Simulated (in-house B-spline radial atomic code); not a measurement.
```
Z = 37
electrons = 37.0
configuration = [Kr] 5s1
hamiltonian = x2c
method = pbeh
lmax = 9
exact_exchange_fraction = 0.9
rms_radius = 4.2036
spin_polarised = True
box_radius = 40.0
intervals = 73
ion_configuration = [Ar] 3d10 4s2 4p6
```

Command:
```bash
python run_gw.py task.json out
```

All-electron spherical atom, scalar X2C, PBE with 90 % exact exchange start, no spin-orbit coupling, Breit or QED terms; computed with a B-spline radial code. The quasi-particle equation is solved at full frequency; levels of low quasi-particle weight Z are left out.

Mean-field and G₀W₀ levels (solid occupied, dashed empty) for Rb I (neutral rubidium):

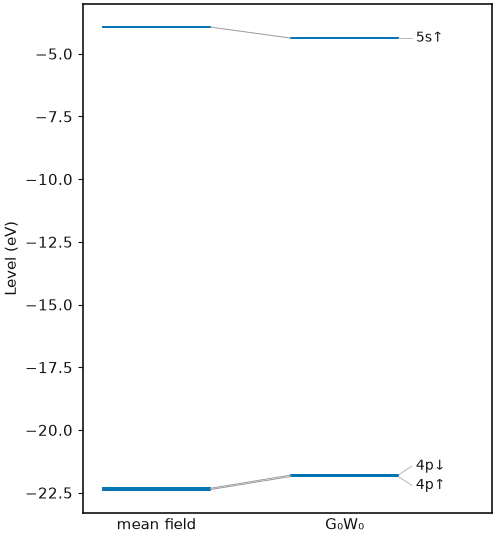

G₀W₀ moves the highest occupied level, 5s↑, from −3.94 to −4.38 eV (renormalisation factor Z = 0.95); the measured removal energy is 4.18 eV, so the error is +0.20 eV.

| Level | Mean field (eV) | Σx − vxc (eV) | Σc (eV) | Z | G₀W₀ (eV) |
| --- | --- | --- | --- | --- | --- |
| 5s↑ | −3.94 | 0.15 | −0.59 | 0.95 | −4.38 |
| 4p↓ | −22.33 | 0.71 | −0.18 | 0.91 | −21.80 |
| 4p↑ | −22.38 | 0.69 | −0.17 | 0.90 | −21.85 |
